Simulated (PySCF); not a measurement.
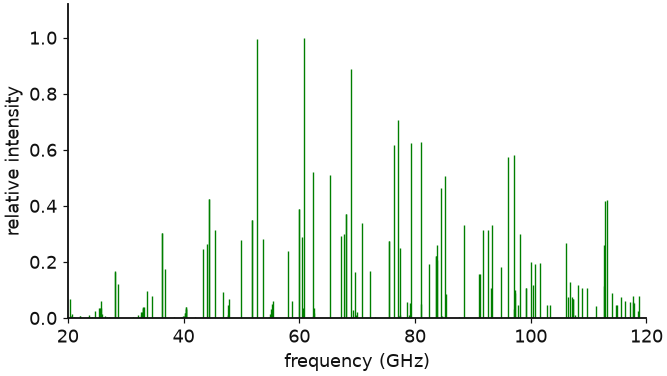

Simulated rotational absorption lines between 20 and 120 GHz at 6 K: rigid rotor with the equilibrium constants and dipole of one optimised conformer (PBE0-D3(BJ)/def2-SVP, PySCF 2.14.0), commonest isotopes; no centrifugal distortion, hyperfine structure, internal rotation or nuclear-spin weights; lines within 1 MHz of each other are summed.

> Which molecule gives this spectrum?
A. C₄H₇F, SMILES C=CCCF
B. C₄H₇F, SMILES C/C=C/CF
C. C₄H₆O, SMILES C#COCC
D. C₂H₈BN (aminodimethylborane), SMILES CB(C)N

Option D. Rotational constants A, B, C = 8.205, 7.367, 4.077 GHz, |μa|, |μb|, |μc| = 0.00, 1.44, 0.00 D.

Note: coarse grid, loose stop and no frequency check, small forces are noise and the end may be a saddle.
